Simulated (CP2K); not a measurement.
Trichloroethylene has these distinct C atoms: C2 (bonded to C, Cl and H) and C3 (bonded to C and 2 Cl).

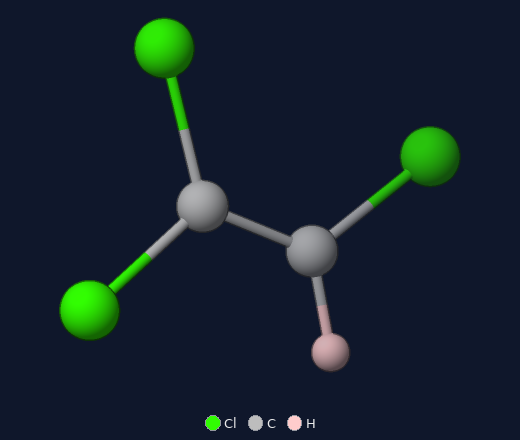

The molecule (chlorine green, carbon light grey, hydrogen pink).

```xyz
6

Cl    1.9266    0.9792   -0.0111
C     0.6949   -0.2172   -0.0235
C    -0.6201    0.0608    0.0165
Cl   -1.2698    1.6495    0.0894
Cl   -1.7765   -1.2265   -0.0018
H     1.0448   -1.2458   -0.0694
```

Their partial C K spectra (CP2K XAS_TDP, all-electron GAPW, PBEh(45%), aug-pc-1, TDA, GW2X-corrected core level, no relativity) are given in random order, each times the number of alike atoms.

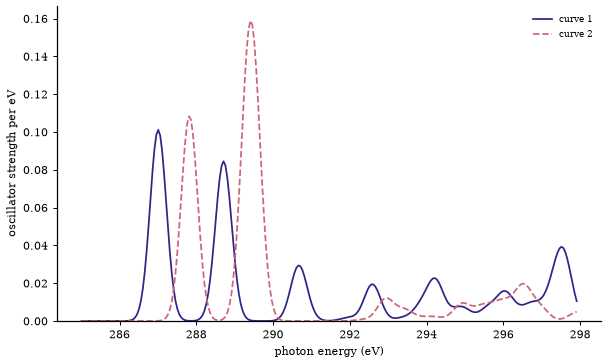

Gaussian full width 0.5 eV, oscillator strength per eV, alike atoms added, rows of zeros left out.

**Question.** Which curve belongs to which atom?

Curve 1: C2 (bonded to C, Cl and H), leading line at 287.01 eV (f = 0.054 an atom), ionisation energy 293.12 eV, term value 6.11 eV. Curve 2: C3 (bonded to C and 2 Cl), leading line at 287.82 eV (f = 0.058 an atom), ionisation energy 294.02 eV, term value 6.20 eV. The leading line of an atom is its first one with 35 % of the strongest within 2.5 eV of its lowest line over the strength cut. A line lies at the core ionisation energy, which rises as an atom loses charge to its neighbours or to a π system, less the term value, which is large for a low π* or σ* orbital with weight on that atom.

[Banner, clock and machine lines of the logs are left out without a mark of their own.]

[Logs are printed without paths, hosts, clocks, repeated set-up lines and the standing remarks that a program may print on its own settings, such as how far it seeks lower states.]

[Hosts, paths, dates, database ids (printed as entryN), source tags and the programs' standing remarks are cut or masked in the printed files.]
